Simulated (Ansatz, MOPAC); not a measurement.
Potential energy curve for LiNa, singlet.

Computed with: UMP2 = MP2 on UHF/aug-cc-pVDZ, frozen core in Ansatz (a program for electronic structure); PM3, restricted, heats of formation (MOPAC); UCCSD(T) = CCSD(T) on UHF/aug-cc-pVDZ, frozen core run with Ansatz.

Energies are in kcal/mol, each relative to the lowest point of its own curve near equilibrium.

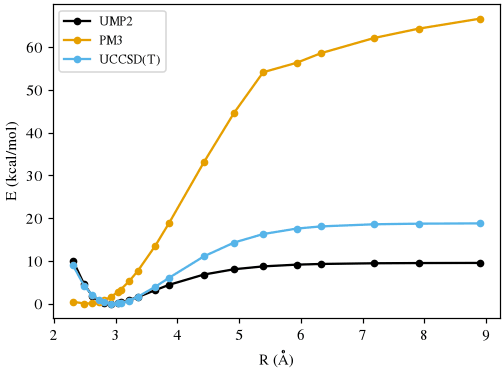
*Energy against bond length for each method.*

```json
[
 {"R / Å": "2.31", "UMP2": "10.0", "PM3": "0.4", "UCCSD(T)": "8.9"},
 {"R / Å": "2.49", "UMP2": "4.5", "PM3": "0.0", "UCCSD(T)": "4.2"},
 {"R / Å": "2.62", "UMP2": "1.8", "PM3": "0.0", "UCCSD(T)": "2.0"},
 {"R / Å": "2.73", "UMP2": "0.5", "PM3": "0.3", "UCCSD(T)": "0.9"},
 {"R / Å": "2.81", "UMP2": "0.2", "PM3": "0.7", "UCCSD(T)": "0.3"},
 {"R / Å": "2.93", "UMP2": "0.0", "PM3": "1.6", "UCCSD(T)": "0.0"},
 {"R / Å": "3.04", "UMP2": "0.2", "PM3": "2.7", "UCCSD(T)": "0.0"},
 {"R / Å": "3.08", "UMP2": "0.3", "PM3": "3.2", "UCCSD(T)": "0.1"},
 {"R / Å": "3.22", "UMP2": "0.8", "PM3": "5.2", "UCCSD(T)": "0.7"},
 {"R / Å": "3.36", "UMP2": "1.5", "PM3": "7.6", "UCCSD(T)": "1.6"},
 {"R / Å": "3.64", "UMP2": "3.1", "PM3": "13.5", "UCCSD(T)": "3.9"},
 {"R / Å": "3.87", "UMP2": "4.4", "PM3": "18.9", "UCCSD(T)": "6.0"},
 {"R / Å": "4.43", "UMP2": "6.8", "PM3": "33.1", "UCCSD(T)": "11.0"},
 {"R / Å": "4.92", "UMP2": "8.0", "PM3": "44.6", "UCCSD(T)": "14.3"},
 {"R / Å": "5.39", "UMP2": "8.7", "PM3": "54.1", "UCCSD(T)": "16.2"},
 {"R / Å": "5.93", "UMP2": "9.1", "PM3": "56.3", "UCCSD(T)": "17.5"},
 {"R / Å": "6.33", "UMP2": "9.3", "PM3": "58.6", "UCCSD(T)": "18.0"},
 {"R / Å": "7.19", "UMP2": "9.4", "PM3": "62.1", "UCCSD(T)": "18.5"},
 {"R / Å": "7.91", "UMP2": "9.5", "PM3": "64.3", "UCCSD(T)": "18.7"},
 {"R / Å": "8.90", "UMP2": "9.5", "PM3": "66.6", "UCCSD(T)": "18.7"}
]
```

At the longest distance, 8.90 Å, PM3 lies highest above its minimum (66.6 kcal/mol) and UMP2 lowest (9.5 kcal/mol).

The unrestricted determinant behind UMP2, UCCSD(T) is spin-contaminated at 2.31 to 8.90 Å (<S²> up to 1.0, against 0.00 for a pure singlet). The restricted form behind PM3 keeps the bonding electrons paired and can't separate into open-shell fragments. With two correlated electrons CCSD is exact in the basis where it finds the lowest root (UCCSD(T)).
